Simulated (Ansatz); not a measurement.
SiC (wurtzite), map of one atom of the cell

Starting cell, SiC (wurtzite):

```yaml
crystal:
  lattice:
    - [3.07531, 0.00000, 0.00000]
    - [-1.53765, 2.66329, 0.00000]
    - [0.00000, 0.00000, 5.04816]
  atoms:
    - { symbol: Si, position: [0.66667, 0.33333, 0.00050] }
    - { symbol: Si, position: [0.33333, 0.66667, 0.50050] }
    - { symbol: C, position: [0.66667, 0.33333, 0.62470] }
    - { symbol: C, position: [0.33333, 0.66667, 0.12470] }
```

In this cell atom 4 (C, nearest neighbour Si at 1.883 Å; its periodic images, 3.1 Å or more away, move with it) is moved by u·(1.000, 0.000, 0.000) + v·(0.000, 1.000, 0.000); the rest is frozen.

Calculation: r2SCAN (plane waves to 500 eV, PAW, scalar-relativistic; Ansatz, a quantum-chemistry and plane-wave program). k mesh 10×10×5 (Γ-centred), Fermi-Dirac smearing 0.05 eV. The energy includes the smearing's −TS. Fu and Fv are the components of the force on the atom. SiC was relaxed with its symmetry unable to fall. The zero of ΔE is the undisplaced structure. Axes are in Å.

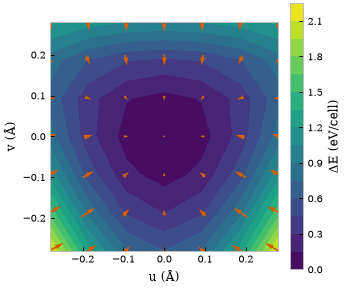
Figure: ΔE (eV/cell) over the plane, with arrows for the in-plane force on the moved atom.

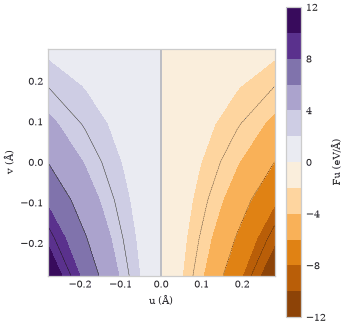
Fig. 1. Fu (eV/Å) over the 7×7 grid of computed points.

Lowest place on the grid: u = 0.000 Å, v = 0.000 Å (0 meV/cell). Highest place on the grid, met at several equal points: u = -0.280 Å, v = -0.280 Å; u = 0.280 Å, v = -0.280 Å (2149 meV/cell). Principal force constants in the plane (five-point differences of the forces): 19.9 eV/Å², isotropic. Centre of the map: a minimum.

(A displaced cell: forces are minus the slopes of the energy, force constants its curvatures, and phonons follow from these.)
